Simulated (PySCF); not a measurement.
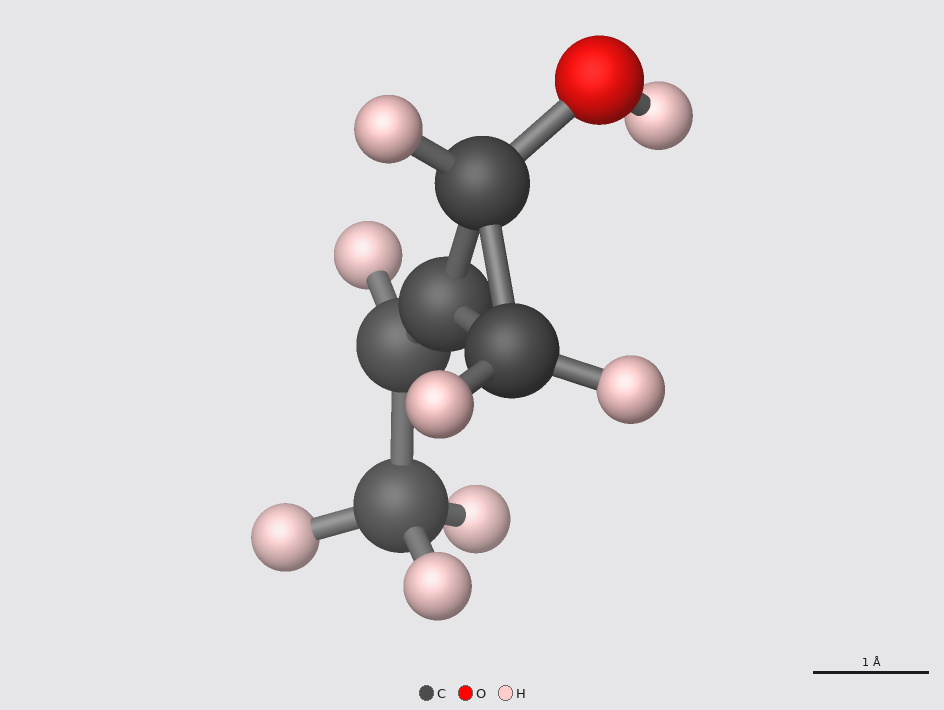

Ball-and-stick drawing of a structure. Every bond is drawn as one stick, whatever its order.

The computed structure is the end point of a PBE0-D3(BJ)/def2-SVP optimisation. No frequency run is at hand to confirm it as a minimum.

> Which formula does it have?

C5H8O, 14 atoms: 5 carbon, 8 hydrogen and 1 oxygen.

> Describe its rings.

Independent rings (smallest set): 1 of 3 members.

The parts below concern this one geometry. Atoms keep their numbers from picture to picture.

Geometry

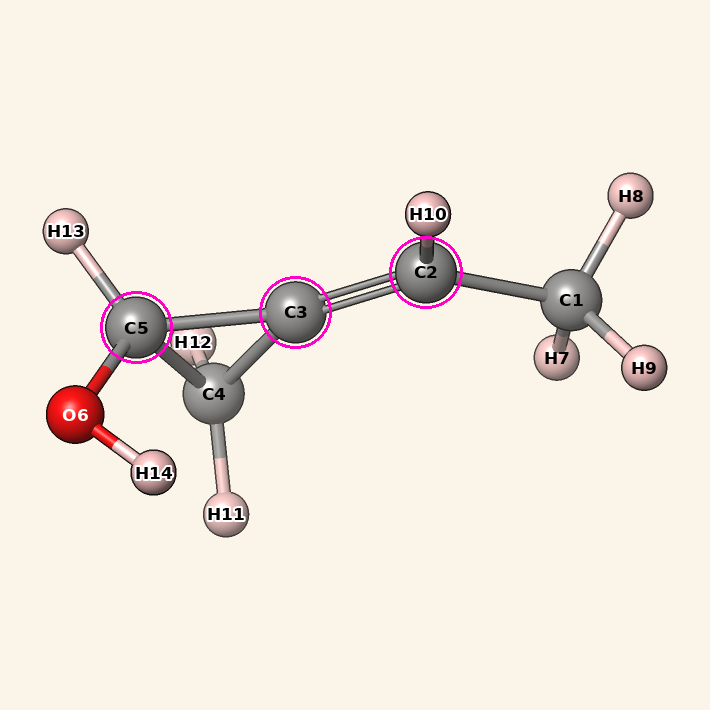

Atoms fade into the background with distance from the viewer. Circles mark the stereogenic atoms. No frequency run is at hand to confirm it as a minimum.

> Give the R/S and E/Z labels.

C5: R (priorities O6 > C3 > C4 > H13); C2=C3: E.

NMR shielding

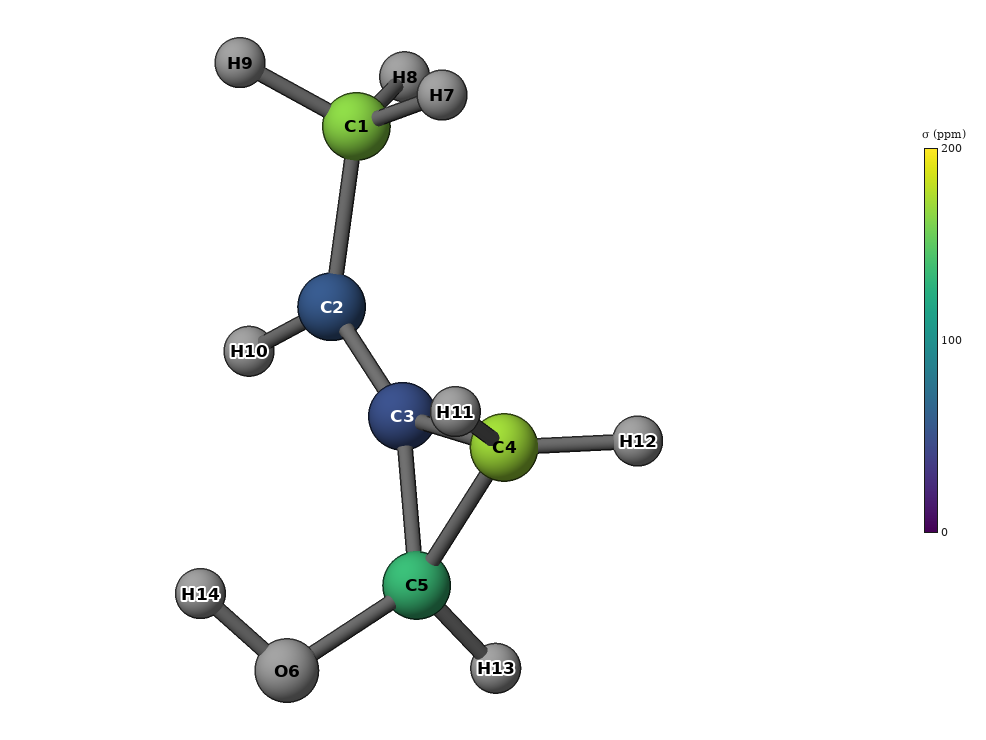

Atoms are coloured by their isotropic NMR shieldings (C only, the others grey). No frequency run is at hand to confirm it as a minimum. Method: GIAO PBE0/pcSseg-1 NMR shielding, non-relativistic, IEF-PCM dimethylsulfoxide (PySCF 2.14.0).

Give the isotropic NMR shieldings of the C atoms atom by atom.

```json
{"atom": "C1", "σ (ppm)": "165.2"}
{"atom": "C2", "σ (ppm)": "55.7"}
{"atom": "C3", "σ (ppm)": "49.9"}
{"atom": "C4", "σ (ppm)": "171.3"}
{"atom": "C5", "σ (ppm)": "135.3"}
```

Polarisability

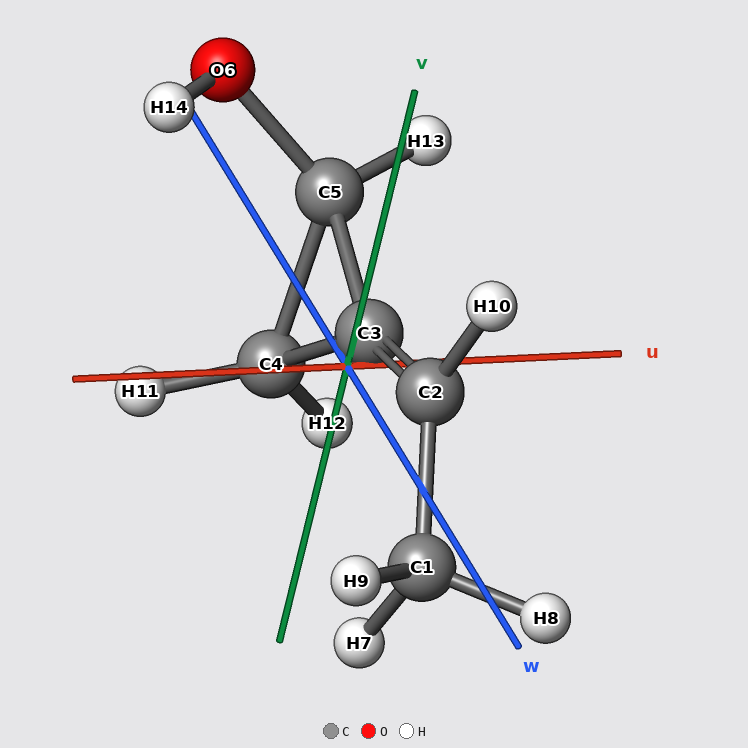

The lines u, v and w are the principal axes of the static dipole polarisability. No frequency run is at hand to confirm it as a minimum. Method: CAM-B3LYP/def2-SVPD (PySCF 2.14.0).

> Along which axis is the molecule most polarisable, and along which least?

Most along w, least along u.

> Give the three principal values.

u 52.5, v 61.2, w 86.5 bohr³; mean 66.7, anisotropy 30.5 bohr³.

Ring current

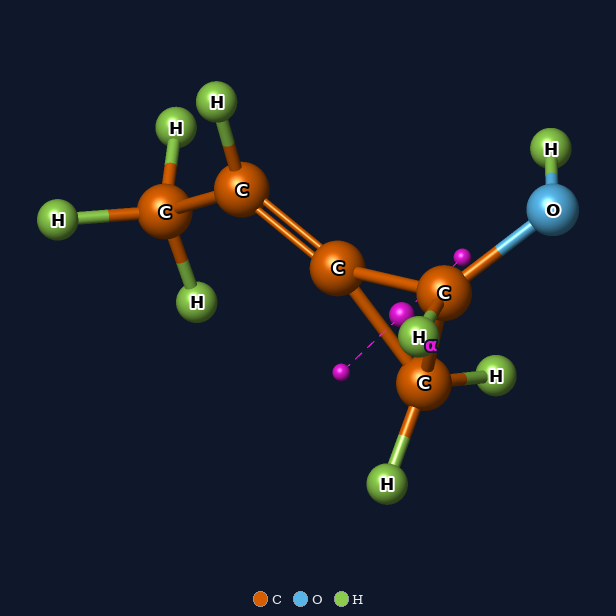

The small points mark where nucleus-independent chemical shifts (NICS) were computed: at the centre of each lettered ring and 1 Å above and below it. No frequency run is at hand to confirm it as a minimum. Method: GIAO PBE0/pcSseg-1 NMR shielding, non-relativistic, IEF-PCM dimethylsulfoxide (PySCF 2.14.0).

Give NICS(0), NICS(1) and the out-of-plane component NICS(1)zz for each ring (means of the two sides).

| ring | members | NICS(0) | NICS(1) | NICS(1)zz |
| --- | --- | --- | --- | --- |
| α | C3 | −28.2 | −7.6 | −16.5 |

Values in ppm.
